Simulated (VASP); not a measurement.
Band structure of CuZn (CsCl type). Method: TPSS meta-GGA, VASP's PBE PAW potentials (set 64) (plane waves; VASP).

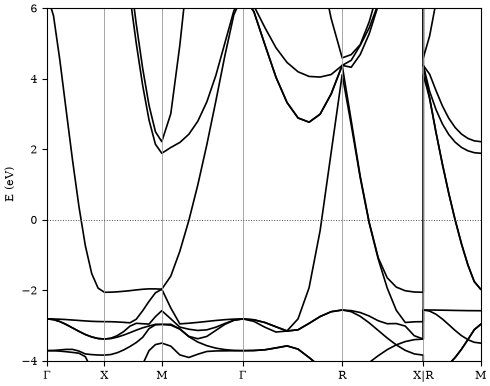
*Bands along high-symmetry lines, zero at the valence-band maximum or, without a gap, the Fermi level*

Problem. Read the plot: is there a gap, and where are the band edges?

Solution. It has no gap at this level: it comes out as a metal or semimetal.

The compound is CuZn in the CsCl type structure. It was relaxed first. The electron count is odd and the run is not spin-polarised, which forces a metal.
